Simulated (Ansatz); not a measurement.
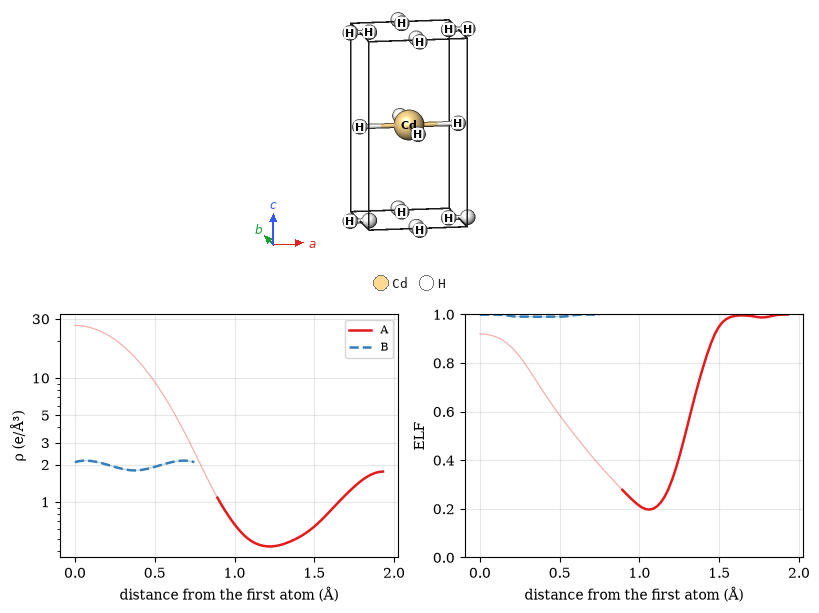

Figure. CdH₆. Valence pseudo-density and electron localisation function along straight lines between neighbouring atoms. Thin, pale parts lie inside the atomic spheres. The structure is drawn too.

Space group P4/mmm; a structure generated by program, which may or may not match a known phase.

All numbers below come from DFT PBE, scalar-relativistic, plane waves, PAW (Ansatz).

The density is the valence pseudo-density of a PAW calculation; it isn't the true density close to the nuclei.

Which curve belongs to which contact (Cd–H and H–H)? The first atom named is at distance zero.

Answer. Curve A: Cd–H (1.93 Å): ρ is about 0.76 e/Å³ halfway; the ELF climbs to about 1 towards the hydrogen. Curve B: H–H (0.75 Å): ρ is about 1.8 e/Å³ halfway; the ELF is about 1 at the midpoint.
